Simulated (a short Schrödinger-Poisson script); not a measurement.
Stack: MOS inversion layer, SiO2 on p-type Ge(100), at 300 K.

```tsv
layer	material	thickness (nm)	Na (cm⁻³)
1	SiO2	2.4	-
2	Ge	620	1.3e18
```

Constants are typed, rounded textbook-type inputs, not results; the design itself was drawn at random and stands for no fabricated device. SiO2: permittivity 3.9, conduction-band edge (eV) 3.1, gap (eV) 9, electron mass (mₑ) 0.5. Ge: permittivity 16, conduction-band edge (eV) 0, gap (eV) 0.664, Nv at 300 K (cm⁻³) 6e18.

Channel valleys (confinement mass, in-plane density-of-states mass, number): L4 0.12, 0.295, 4. At the gate the conduction-band edge of layer 1 lies 3.18 eV − eVg above the Fermi level of the channel; the field vanishes at the back. Gaps are held at their typed values at every temperature. Mesh 0.03 nm at interfaces.

Solved with a short Schrödinger-Poisson script written for these runs: 1D Poisson equation in equilibrium, electrons quantum, Hartree (BenDaniel-Duke, 12 states a valley, the channel's in-plane mass for all, wave functions free to enter the dielectric), parabolic valleys, classical holes, full ionisation, no traps, pinning or gate leakage.

Only gate voltages with over 1e8 electrons/cm² are shown.

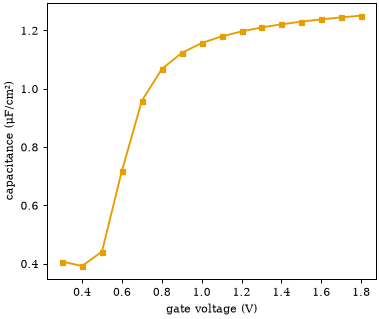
Quasi-static capacitance against gate voltage

```
Vg (V)  electrons (cm⁻²)  C (μF/cm²)  L4 E0 (meV)  L4 E1 (meV)
------  ----------------  ----------  -----------  -----------
0.3               1.88e8       0.407        287.9        401.7
0.4               2.30e9       0.392        223.1        344.8
0.5              2.79e10       0.442        158.4        287.2
0.6              2.11e11       0.719        106.0        240.6
0.7              6.60e11       0.959         76.0        215.2
0.8              1.26e12        1.07         58.7        201.7
0.9              1.92e12        1.12         47.0        193.6
1                2.62e12        1.16         38.3        188.0
1.1              3.34e12        1.18         31.2        184.1
1.2              4.08e12        1.20         25.3        181.1
1.3              4.83e12        1.21         20.1        178.9
1.4              5.59e12        1.22         15.5        177.1
1.5              6.35e12        1.23         11.3        175.6
1.6              7.13e12        1.24          7.5        174.5
1.7              7.90e12        1.24          4.0        173.5
1.8              8.68e12        1.25          0.7        172.8
```

Subbands count from the Fermi level.

Only the L valleys are kept; under strong confinement the Δ valleys of Ge fill too.
